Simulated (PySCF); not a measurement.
**wB97X-V/STO-3G run of AlH2Cl (SMILES [H][Al]([H])[Cl])**

What is the vertical singlet–triplet gap of AlH2Cl at wB97X-V/STO-3G? Input form: a Python script.

The calculation is run with PySCF 2.14.0.

9 further runs of the same task are left out: 9 set aside as unsound or not needed.

**1. The system as given**

AlH2Cl has 4 atoms, charge 0, and is taken as a singlet. As SMILES, `[H][Al]([H])[Cl]`. Geometry: a GFN2-xTB relaxation, a rough one for these elements and not checked as a minimum.

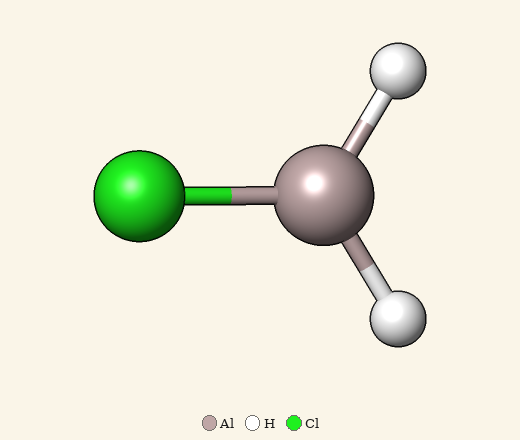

Viewed from a chosen angle; aluminium light grey, hydrogen white, chlorine green.

**2. The energy at wB97X-V/STO-3G**

Input file calc.py:

```python
# AlH2Cl
from pyscf import gto, dft

mol = gto.Mole()
mol.atom = [
    ('Al', (0.049780, 0.082930, -0.002200)),
    ('H', (1.587020, 0.109500, 0.013310)),
    ('H', (-0.651090, 1.451440, -0.019500)),
    ('Cl', (-0.985710, -1.643880, 0.008400)),
]
mol.basis = 'sto-3g'
mol.verbose = 3
mol.max_memory = 1860
mol.spin = 0
mol.build()

mf = dft.RKS(mol)
mf.xc = 'wb97x-v'
mf.conv_tol = 1e-10
mf.nlcgrids.level = 1
mf.grids.level = 5
mf.kernel()
if not mf.converged:
    mf = mf.newton().run(mf.mo_coeff, mf.mo_occ)

etot = mf.e_tot
print('E(%s) = %.9f' % ('WB97X-V', etot))
```

The run is started by

```bash
$ OMP_NUM_THREADS=1 python calc.py
```

What it wrote:

```text
converged SCF energy = -695.869518603817
E(WB97X-V) = -695.869518604
```

Run time: 10 s. Hardware: 1 thread of Arm Neoverse V2, shared host; peak memory 0.2 GiB.

**3. The triplet at the same level**

Input file input.py:

```python
from pyscf import gto, dft

mol = gto.Mole()
mol.atom = '''
Al     0.094071     0.156715    -0.004157
H      2.999033     0.206925     0.025152
H     -1.230382     2.742824    -0.036850
Cl    -1.862722    -3.106483     0.015874
'''
mol.spin = 2
mol.unit = 'bohr'
mol.max_memory = 1860
mol.basis = 'sto-3g'
mol.verbose = 4
mol.build()

mf = dft.UKS(mol)
mf.xc = 'wb97x-v'
mf.nlcgrids.level = 1
mf.grids.level = 5
mf.conv_tol = 1e-10
mf.kernel()
if not mf.converged:
    mf = mf.newton().run(mf.mo_coeff, mf.mo_occ)

energy = mf.e_tot
print('E(%s) = %.9f' % ('WB97X-V', energy))
```

The run is started by

```bash
$ OMP_NUM_THREADS=1 python input.py
```

What it wrote:

```text
PySCF version 2.14.0

[INPUT] num. atoms = 4
[INPUT] num. electrons = 32
[INPUT] charge = 0
[INPUT] spin (= nelec alpha-beta = 2S) = 2
[INPUT] symmetry False subgroup None
[INPUT] Mole.unit = bohr
[INPUT] Symbol           X                Y                Z      unit          X                Y                Z       unit  Magmom
[INPUT]  1 Al     0.049780229408   0.082930006609  -0.002199789666 AA    0.094071000000   0.156715000000  -0.004157000000 Bohr   0.0
[INPUT]  2 H      1.587019918397   0.109499994370   0.013309865209 AA    2.999033000000   0.206925000000   0.025152000000 Bohr   0.0
[INPUT]  3 H     -0.651090115126   1.451439954364  -0.019500180222 AA   -1.230382000000   2.742824000000  -0.036850000000 Bohr   0.0
[INPUT]  4 Cl    -0.985710032679  -1.643880009710   0.008400159046 AA   -1.862722000000  -3.106483000000   0.015874000000 Bohr   0.0

nuclear repulsion = 73.0114456801573
number of shells = 12
number of NR pGTOs = 60
number of NR cGTOs = 20
basis = sto-3g
ecp = {}

[... 45 lines left out ...]
[... the frontier-level lines of each cycle are left out ...]
[... 5 lines left out ...]
[... 5 lines left out ...]
[... 5 lines left out ...]
[... 5 lines left out ...]
[... 5 lines left out ...]
[... 5 lines left out ...]
[... 5 lines left out ...]

cycle= 8 E= -695.570052410983  delta_E= -1.21e-07  |g|= 6.03e-05  |ddm|= 0.00144


cycle= 9 E= -695.570052432005  delta_E= -2.1e-08  |g|= 3.25e-05  |ddm|= 0.000836


cycle= 10 E= -695.570052441813  delta_E= -9.81e-09  |g|= 8.24e-06  |ddm|= 0.000623


cycle= 11 E= -695.570052442232  delta_E= -4.19e-10  |g|= 9.66e-07  |ddm|= 0.000155


cycle= 12 E= -695.570052442234  delta_E= -2.27e-12  |g|= 1.39e-07  |ddm|= 8.19e-06


Extra cycle  E= -695.570052442234  delta_E= 2.27e-13  |g|= 6.09e-08  |ddm|= 4.39e-07
converged SCF energy = -695.570052442234  <S^2> = 2.0064379  2S+1 = 3.0042889
E(WB97X-V) = -695.570052442
```

It took 16 s on 1 thread of Arm Neoverse V2, shared host; peak memory 0.2 GiB.

**4. What came out**

Level: wB97X-V/STO-3G.

```
                                        quantity          value
                           singlet: total energy  -695.86952 Eh
                          singlet: dipole moment         2.16 D
                            singlet: HOMO energy       -8.47 eV
                            singlet: LUMO energy        5.94 eV
                          singlet: HOMO–LUMO gap       14.41 eV
                           triplet: total energy  -695.57005 Eh
                          triplet: dipole moment         2.63 D
     triplet: HOMO energy (highest over α and β)       -0.66 eV
                                   triplet: ⟨S²⟩          2.006
vertical energy of the triplet above the singlet       8.149 eV
```

At this shape the triplet lies 8.15 eV (188 kcal/mol) above the singlet. In a minimal basis such a difference can be off by several eV, whatever the method.
